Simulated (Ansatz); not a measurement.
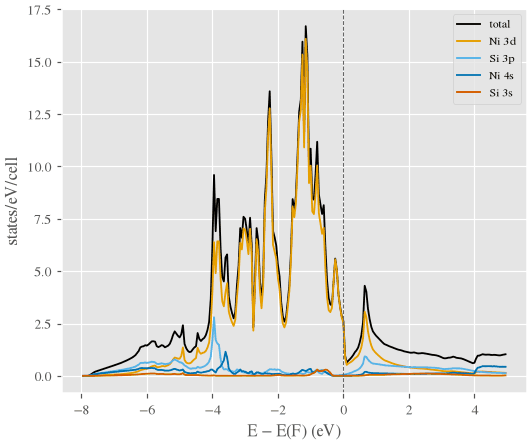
Fig. 1. Total and projected density of states of SiNi3 (Cu3Au type, space group No. 221), DFT-PBE in the program Ansatz with PAW potentials

Problem. Which orbitals carry the states next to the Fermi level?

Solution. Within 0.5 eV of the Fermi level: Ni 3d 91 %. Projections are on Löwdin-orthogonalised atomic valence shells; empty p or d shells of many metals are not among them.

Problem. Where is the tallest occupied peak in this window, and what makes it?

Solution. Near -1.1 eV, about 17 states/eV per cell; the largest projected share is Ni 3d.

Space group Pm-3m (Cu3Au type). Symmetry was held in the PBE relaxation; of distortions, only those at the zone centre were tested. The workflow began spin-polarised and lost its moments.

Potentials: the later of the program's two PAW sets.
